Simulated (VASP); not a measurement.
```xyz
2
Lattice="0.0000 2.5425 2.5425 2.5425 0.0000 2.5425 2.5425 2.5425 0.0000" Properties=species:S:1:pos:R:3 pbc="T T T"
Li     0.0000     0.0000     0.0000
Cl     2.5425     2.5425     2.5425
```

Computed with PBE GGA with D4 dispersion, VASP's PBE PAW potentials (set 64) (plane waves; VASP). Run with 520 eV cut-off, 10×10×10 Γ-centred mesh, tetrahedra with Blöchl corrections, potentials Li_sv Cl.

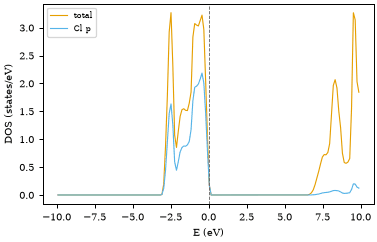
Figure. Total and projected density of states, zero at the valence-band maximum

Within 2 eV below the valence-band maximum the largest weight inside VASP's projection spheres is Cl p.

The gap is direct, 6.49 eV, from the valence maximum at Γ to the conduction minimum at Γ.

The compound is LiCl in the rock salt structure. It was relaxed first.
